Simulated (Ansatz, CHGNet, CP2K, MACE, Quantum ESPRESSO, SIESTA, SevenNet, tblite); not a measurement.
**tblite on MgF2(100) slab (72 atoms): settings against a plane-wave reference**

Wanted: tblite inputs and outputs for MgF2(100) slab (72 atoms), checked against a plane-wave reference.

Program: tblite 0.8.0. Level of theory: the method is named at each step. Results are calculated unless marked as measured.

### 1. The starting structure

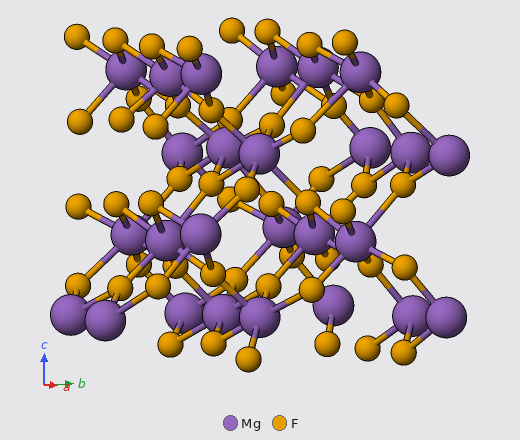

The cell as given, from the side, with the c axis up (magnesium purple, fluorine orange). Some periodic images of atoms are drawn too.

The cell holds 72 atoms: 24 Mg and 48 F. Cell: a = 9.156 Å, b = 9.242 Å, c = 18.752 Å, α = 90.0°, β = 90.0°, γ = 90.0°. It derives from MgF2 (rutile). Rutile MgF2 (cell 4.621, 4.621, 3.052, 90, 90, 90), (100) slab of 2 repeat layers, 3 x 2 surface cells, 10 Å of vacuum; atoms within 2.77 Å of the bottom held; every coordinate displaced by a Gaussian of 0.07 Å. Then every atom was moved at random, 0.05 Å r.m.s. a Cartesian component. Vacuum lies along c.

The yardstick, on the same geometry:

```
method                                           : Kohn-Sham DFT, PBE, PAW, plane waves (Ansatz 0.2.0); cutoff 420 eV, Γ point, fermi-dirac smearing of 0.05 eV; PAW set soft_2
r.m.s. force component                           : 1.415 eV/Å
longest force                                    : 7.006 eV/Å
gap (highest filled to lowest empty level) : 4.307 eV
SCF cycles                                       : 8
time                                             : 8.1 s on 8 threads of Arm Neoverse V2, shared host
CPU time                                         : 58 s
```

### 2. IPEA1-xTB

Method: IPEA1-xTB tight binding, diagonalisation.

File run.py:

```python
import numpy as np
from ase.io import read
from tblite.ase import TBLite

atoms = read("structure.xyz")
atoms.calc = TBLite(method="IPEA1-xTB", electronic_temperature=580, accuracy=1.0, max_iterations=250, mixer_damping=0.4, verbosity=1)
energy = atoms.get_potential_energy()
forces = atoms.get_forces()
print(f"energy {energy:.6f} eV")
print("forces (eV/A)")
for i, (a, f) in enumerate(zip(atoms, forces)):
    print(f"{i:4d} {a.symbol:2s} {f[0]:10.5f} {f[1]:10.5f} {f[2]:10.5f}")
print("charges (e)")
print(np.array2string(atoms.get_charges(), precision=4, suppress_small=True, max_line_width=110, threshold=100000))
```

File structure.xyz:

```xyz
72
Lattice="9.15600 0.00000 0.00000 0.00000 9.24200 0.00000 0.00000 0.00000 18.75217" Properties=species:S:1:pos:R:3 pbc="T T T"
Mg 0.07673 4.60594 5.85461
Mg 1.61567 2.41789 8.15682
F 0.05603 3.22028 7.24940
F 0.07499 1.39785 8.90559
F 1.55048 0.83834 6.73747
F 1.47512 3.64227 5.03683
Mg 0.07316 4.51980 10.36601
Mg 1.52164 2.29442 12.81430
F 0.06080 3.21270 11.92338
F 9.13421 1.38658 13.69227
F 1.56211 0.89361 11.36194
F 1.51669 3.89985 9.70894
Mg 3.02111 4.63948 5.92381
Mg 4.62268 2.33823 8.10563
F 3.03045 3.22306 7.32422
F 3.08658 1.41957 9.08618
F 4.68851 0.94509 6.78454
F 4.62341 3.77489 5.18535
Mg 3.18107 4.70704 10.63942
Mg 4.75306 2.41641 12.74660
F 3.04410 3.28673 11.84800
F 3.06644 1.39748 13.70577
F 4.50658 1.05470 11.53221
F 4.56994 3.72758 9.68531
Mg 5.91972 4.67775 5.95963
Mg 7.60763 2.28019 8.39572
F 6.09259 3.21557 7.20271
F 6.15530 1.32817 9.22776
F 7.76136 0.94324 6.95012
F 7.56643 3.73321 4.84650
Mg 6.15439 4.57756 10.57510
Mg 7.56038 2.31780 12.91199
F 6.08370 3.17028 11.82343
F 6.08435 1.37928 13.64764
F 7.61440 0.92586 11.44689
F 7.51140 3.70484 9.63749
Mg 9.15243 9.08747 6.01063
Mg 1.48025 7.03141 8.29802
F 9.13705 7.84526 7.43580
F 9.15179 5.98373 9.04736
F 1.50296 5.57736 6.83760
F 1.53097 8.33499 4.98976
Mg 9.08074 9.20170 10.57379
Mg 1.50213 6.82956 12.83342
F 0.03974 7.57419 12.01339
F 9.14813 6.04150 13.80235
F 1.58390 5.38541 11.35256
F 1.26426 8.25495 9.63224
Mg 3.04428 0.06811 5.98119
Mg 4.45302 6.86403 8.20970
F 3.09949 7.77539 7.45324
F 3.10205 6.07329 9.03067
F 4.59173 5.43411 6.77310
F 4.57534 8.42039 4.97701
Mg 3.01443 9.07398 10.56797
Mg 4.71369 6.87605 12.92925
[... 12 atom lines left out ...]
F 6.17929 7.95200 12.04564
F 6.13983 6.09695 13.62551
F 7.44099 5.42182 11.26612
F 7.63693 8.34922 9.70462
```

On the command line:

```sh
$ OMP_NUM_THREADS=1 python run.py > output.txt
```

Output:

```text
------------------------------------------------------------
  cycle        total energy    energy error   density error
------------------------------------------------------------
      1     -280.5147226066  -2.8050966E+02   8.3260893E-01
      2     -284.5466072823  -4.0318847E+00   4.3190314E-01
      3     -284.4466024019   1.0000488E-01   1.2100039E-01
      4     -284.4148230637   3.1779338E-02   8.6130230E-02
      5     -284.6530654971  -2.3824243E-01   2.6346757E-02
      6     -284.6713839810  -1.8318484E-02   1.0769604E-02
      7     -284.6735187820  -2.1348010E-03   5.1790430E-03
      8     -284.6741322573  -6.1347536E-04   2.0314504E-03
      9     -284.6741982364  -6.5979047E-05   9.1784861E-04
     10     -284.6742106419  -1.2405555E-05   3.5803484E-04
     11     -284.6742143570  -3.7151029E-06   4.5780260E-05
     12     -284.6742144272  -7.0188321E-08   1.4893133E-05
------------------------------------------------------------
 total:                                   2.083 sec
energy -7746.379940 eV
forces (eV/A)
   0 Mg   -0.85206   -0.89662   -0.68951
   1 Mg   -0.29871   -0.01595    0.13585
   2 F    -0.19981   -0.42496    2.39773
   3 F    -0.05192   -0.67765    2.15239
   4 F    -0.25347    1.32091    2.71659
   5 F     0.27320    0.72827    0.67965
   6 Mg   -1.10977   -0.07353    0.50585
   7 Mg   -0.00025   -0.87141    0.40315
   8 F    -0.08533    1.26715   -2.39022
   9 F     0.01996    0.46821   -0.73768
  10 F    -0.13917   -0.45539   -2.36847
  11 F     1.53101   -1.15859   -2.47123
  12 Mg   -0.40563   -0.77712   -0.44144
  13 Mg   -0.00981   -0.01213    0.10975
  14 F     0.12835   -0.26876    2.27202
  15 F     0.03296   -0.28254    1.34421
  16 F    -0.30449    1.04396    2.60744
  17 F    -0.79926   -0.46801   -0.63404
  18 Mg   -0.51769   -0.21530   -0.42510
  19 Mg   -1.38274   -0.66931    0.76137
  20 F     0.06697    0.96062   -2.29958
  21 F    -0.23144    0.85002   -0.96344
  22 F     0.10983   -1.23844   -3.55270
  23 F     0.08765    0.19265   -1.27714
[...]
64 F    -0.24476    0.93434    2.38845
  65 F    -0.37235    0.73621    1.23379
  66 Mg   -0.67134   -0.21694    0.29255
  67 Mg   -0.49182   -0.95934    0.25550
  68 F    -0.09688    1.25420   -2.68978
  69 F     0.19912   -0.12080   -0.25739
  70 F     0.97275    0.53084   -1.22147
  71 F     0.01553   -0.21897   -1.46738
charges (e)
[ 0.6204  0.5432 -0.2572 -0.1926 -0.3036 -0.4167  0.5418  0.6156 -0.3042 -0.4209 -0.2529 -0.198   0.6371
  0.5404 -0.2602 -0.1933 -0.3028 -0.4216  0.551   0.6212 -0.2829 -0.43   -0.2549 -0.1874  0.6348  0.5305
 -0.2614 -0.1825 -0.2773 -0.4462  0.5519  0.6242 -0.2951 -0.4171 -0.2669 -0.19    0.63    0.5479 -0.2395
 -0.1852 -0.2971 -0.4434  0.5462  0.6238 -0.3256 -0.4311 -0.2569 -0.1968  0.6214  0.5455 -0.2541 -0.1918
 -0.3195 -0.4303  0.5395  0.6147 -0.2821 -0.4238 -0.2439 -0.1869  0.6163  0.5393 -0.2487 -0.1788 -0.2896
 -0.4264  0.5408  0.6371 -0.3101 -0.4092 -0.2374 -0.1905]
```

Wall time 2.6 s (1 thread of Arm Neoverse V2, shared host); peak memory 0.12 GiB.

Banners, paths, timers and routine set-up lines are dropped from the logs unmarked, and long logs keep their key lines alone; longer cuts are marked.

Against the reference:

```yaml
r_m_s_force_component: 1.107 eV/Å
r_m_s_difference_of_force_components: 1373 meV/Å
longest_difference_of_force_vectors: 6611 meV/Å
force_difference_over_r_m_s_force: 97.08 %
slope_of_forces_against_the_reference_s: 0.335
correlation_of_force_components: 0.4281
```

Length of the force difference by element (eV/Å):

```tsv
element	atoms	mean	most
F	48	2.2	6.6
Mg	24	1.8	4.5
```

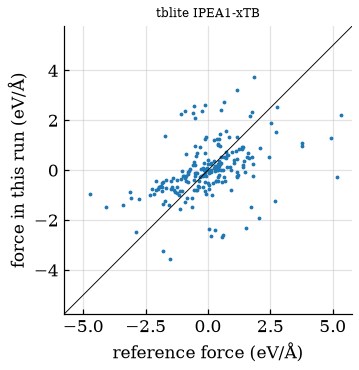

Force components against those of the reference; the line marks equality.

A closer look about F23, which bears the longest force among the free atoms: 14 atoms, nearest first, numbered in the order of the input, with positions taken from that point.

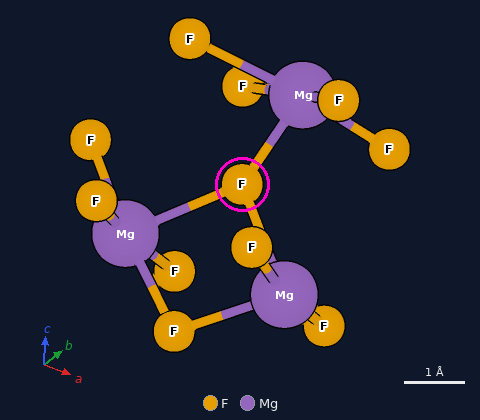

The atoms of the table, within 3.0 Å (arrows a, b, c point along x, y, z); some may hide others; the central atom is ringed.

```tsv
atom	x	y	z	distance (Å)	bonds	Mulliken charge (e)	Fx	Fy	Fz (eV/Å)
F23	0.00	0.00	0.00	0.00	3	-0.25	0.11	-1.24	-3.55
Mg20	0.25	1.36	1.21	1.84	5	0.62	-1.38	-0.67	0.76
Mg55	-1.49	-1.22	-0.96	2.16	6	0.54	0.17	1.29	-1.47
Mg67	1.68	-1.17	-0.98	2.27	6	0.54	-0.67	-0.22	0.29
F22	-1.44	0.34	2.17	2.63	2	-0.43	-0.23	0.85	-0.96
F33	1.58	2.12	0.29	2.65	3	-0.30	0.37	1.56	-2.59
F34	1.58	0.32	2.12	2.66	2	-0.42	0.16	0.60	-0.42
F21	-1.46	2.23	0.32	2.69	3	-0.28	0.07	0.96	-2.30
F57	-1.45	-2.33	0.23	2.75	3	-0.28	-0.02	-0.97	-0.27
F60	0.05	-1.98	-1.95	2.78	3	-0.19	0.38	0.30	-0.49
F28	1.65	0.27	-2.30	2.85	3	-0.18	-0.13	-0.21	0.58
F16	-1.42	0.36	-2.45	2.85	3	-0.19	0.03	-0.28	1.34
F69	1.67	-2.34	0.51	2.93	3	-0.31	-0.10	1.25	-2.69
F11	-2.94	-0.16	-0.17	2.95	3	-0.25	-0.14	-0.46	-2.37
```

Atoms are counted from 1 here, from 0 in the log.

Forces lie 97 % from the reference's, at 0.044 times its CPU time (on 1 against 8 cores).

### 3. GFN1-xTB

Method: GFN1-xTB tight binding, diagonalisation.

run.py, as its differences from that of step 2:

```diff
@@ -5,3 +5,3 @@
 atoms = read("structure.xyz")
-atoms.calc = TBLite(method="IPEA1-xTB", electronic_temperature=580, accuracy=1.0, max_iterations=250, mixer_damping=0.4, verbosity=1)
+atoms.calc = TBLite(method="GFN1-xTB", electronic_temperature=580, accuracy=1.0, max_iterations=250, mixer_damping=0.4, verbosity=1)
 energy = atoms.get_potential_energy()
```

structure.xyz is that of step 2.

Output:

```text
------------------------------------------------------------
  cycle        total energy    energy error   density error
------------------------------------------------------------
      1     -260.8760952602  -2.6084150E+02   1.0109523E+00
      2     -265.7172250013  -4.8411297E+00   4.9071077E-01
      3     -259.9082334555   5.8089915E+00   3.6531694E-01
[...]
21     -266.3862170035   1.4490524E-09   7.7882263E-05
     22     -266.3862171617  -1.5817938E-07   1.5191670E-05
------------------------------------------------------------
 total:                                   1.554 sec
energy -7248.738187 eV
forces (eV/A)
   0 Mg   -0.77554   -0.84273    0.37023
   1 Mg   -0.56081   -0.27494    0.26791
   2 F     0.00791    0.29452    0.20671
[...]
70 F     1.58805    1.14474    1.42835
  71 F     0.15291   -0.34175   -0.13004
charges (e)
[ 0.843   0.894  -0.4369 -0.4442 -0.4246 -0.4271  0.9131  0.8443 -0.4285 -0.4373 -0.4345 -0.4507  0.8471
  0.8887 -0.4404 -0.441  -0.4254 -0.437   0.927   0.8553 -0.4311 -0.4346 -0.433  -0.4543  0.8725  0.8969
 -0.4377 -0.4422 -0.4235 -0.4313  0.9396  0.8336 -0.4372 -0.4314 -0.4436 -0.4545  0.8682  0.9175 -0.447
 -0.4493 -0.43   -0.4431  0.8855  0.8417 -0.4254 -0.4313 -0.444  -0.4497  0.8425  0.9101 -0.4537 -0.4614
 -0.4419 -0.4329  0.9077  0.8357 -0.4382 -0.4243 -0.4537 -0.444   0.8401  0.9084 -0.4414 -0.4555 -0.4346
 -0.4387  0.9032  0.8575 -0.4203 -0.4245 -0.4619 -0.4443]
```

Run time: 2.1 s. Hardware: 1 thread; peak memory 0.12 GiB.

Numbers from this run, and their distance from the reference:

* r.m.s. force component: 0.6559 eV/Å
* r.m.s. difference of force components: 813.2 meV/Å
* longest difference of force vectors: 3810 meV/Å
* force difference over r.m.s. force: 57.48 %
* slope of forces against the reference's: 0.4423
* correlation of force components: 0.954

Against the first run (97 %), the force difference from the reference is 57 %, at 0.80 times the CPU time (22 SCF steps against 12).

### 4. Side by side

Differences are against the plane-wave reference, forces as r.m.s. over components; share is that over the reference's r.m.s. force, slope the least-squares factor from reference forces to these. Total energies of different programs have different zeros and aren't compared.

```tsv
run	Δ force, r.m.s. (meV/Å)	share (%)	slope	cores	CPU time	memory (GiB)
reference	-	-	-	8	58 s	1.8
tblite IPEA1-xTB	1373	97.1	0.335	1	2.6 s	0.12
tblite GFN1-xTB	813	57.5	0.442	1	2.1 s	0.12
```

CPU time is summed over cores on a shared host, where runs went side by side, so it is rough. Symmetry, cutoffs, thresholds, outputs and thread counts weren't matched or tuned between programs; memory under MPI is the largest rank's times the ranks.

Mean charges by element (e), by run and scheme:

```tsv
run	scheme	Mg	F
reference	Löwdin	+1.67	-0.78
tblite IPEA1-xTB	Mulliken	+0.58	-0.29
tblite GFN1-xTB	Mulliken	+0.88	-0.44
```

The reference's Löwdin charges lack the electrons that the projection spills, 0.036 e an atom on average.

### 5. Results

```json
{"nearest in forces": "tblite GFN1-xTB, 57 %", "its CPU time": "2.1 s"}
```

Tight binding differs by 57 % (tblite GFN1-xTB) to 97 % (tblite IPEA1-xTB); it is another model, with fitted parameters of its own, and the xTB methods hold dispersion. IPEA1-xTB was fitted to ionisation energies and electron affinities, not to forces or charges. Of the electronic-structure runs that take under half the reference's CPU time, tblite GFN1-xTB comes nearest, at 57 % in 2.1 s against 58 s. Charges hang on model, scheme and program or settings: among these rows the mean for Mg runs from +0.58 to +1.67 e. Periodic xTB results under one method name differ between programs and library versions. The electronic-structure runs sample only Γ, in a cell whose shortest periodic width is 9 Å.

[Also dropped from logs without a mark: logging warnings of Python, and SIESTA's first energy breakdown and zero terms.]

[Logs are printed without paths, hosts, clocks, repeated set-up lines and the standing remarks that a program may print on its own settings, such as how far it seeks lower states.]

[Hosts, paths, dates, database ids (printed as entryN), source tags and the programs' standing remarks are cut or masked in the printed files.]
